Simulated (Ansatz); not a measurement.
# Fields on a plane of SiO2 (alpha-quartz type, space group P3_121)

```yaml
crystal:
  lattice:
    - [5.02210, 0.00000, 0.00000]
    - [-2.51105, 4.34927, 0.00000]
    - [0.00000, 0.00000, 5.51028]
  atoms:
    - { symbol: Si, position: [0.47672, 0.00000, 0.33333] }
    - { symbol: Si, position: [0.00000, 0.47672, 0.66667] }
    - { symbol: Si, position: [0.52328, 0.52328, 0.00000] }
    - { symbol: O, position: [0.41453, 0.25539, 0.20512] }
    - { symbol: O, position: [0.74461, 0.15915, 0.53845] }
    - { symbol: O, position: [0.84085, 0.58547, 0.87179] }
    - { symbol: O, position: [0.15915, 0.74461, 0.46155] }
    - { symbol: O, position: [0.25539, 0.41453, 0.79488] }
    - { symbol: O, position: [0.58547, 0.84085, 0.12821] }
```

The slice is a (-1 1 0 2) plane (indices of the conventional cell) through the point (0.000, 0.477, 0.667) (fractional), spanned by u = [110] and v = [1 -1 1] in vectors of this cell: u (5.02 Å) and v (10.30 Å, at 90° to u). It covers one period; positions are fractions (u, v).

Atoms on it: Si at (0.00, 0.00); O at (0.10, 0.15), 0.1 Å off the plane. Other atoms lie within 1 Å of the plane.

Level of theory: PBE (plane waves to 420 eV, PAW, scalar-relativistic; Ansatz, a first-principles code). k mesh 8×8×6. Near the nuclei the fields are pseudised (PAW); where an atom keeps semicore shells as valence, they peak there. SiO2 was relaxed with its symmetry unable to fall.

```
|1111000000000000000000000011|
|2211000000000000000000001122|
|1100000000000000000000001111|
|0000000000000000000000000011|
|0000000000000000000000000000|
|0000000000000000000000000000|
|0000000000000000000000000000|
|0000000000000000000000000000|
|0000000000000000000000000000|
|0000000000000000000000000000|
|0000000000000000000000000000|
|0000000000000000000000000000|
|0000111100000000000000000000|
|0011111100000000000000000000|
|0000000000000000000000000000|
|0000000000000000000000000000|
|0000000000000000000000000000|
|0000000000000000000000000000|
|0000111111000000000000000000|
|0011222211000000000000000000|
|0000111111111100000000000000|
|0000000011221100000000000000|
|1144440000111100000000000000|
|1199991100000000000000000000|
|0033330000000000000000000000|
|0000000000000000000000001111|
|1111111100000000000000001122|
|1111111100000000000000001111|
```
Scale: ten equal steps from 0.001 (start of '0') to 0.229 (end of '9'), in the order '0123456789'. Values: density of the lowest conduction band (whole band as if filled, smooth part) in e/Å³. The map has 14 points along u (two characters each, u = 0 at the left) and 28 along v (v = 0 in the bottom row). 

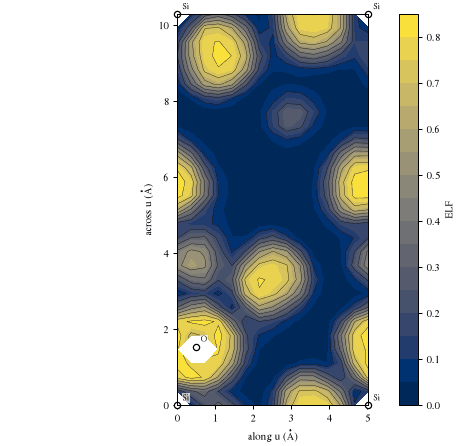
Figure. Electron localisation function (ELF), one period of the plane, atoms marked. Points within 0.3 Å of a nucleus are left white, as the pseudised field means little there.

Element round which the density of the highest valence band (whole band, smooth part) is largest on this plane: O.
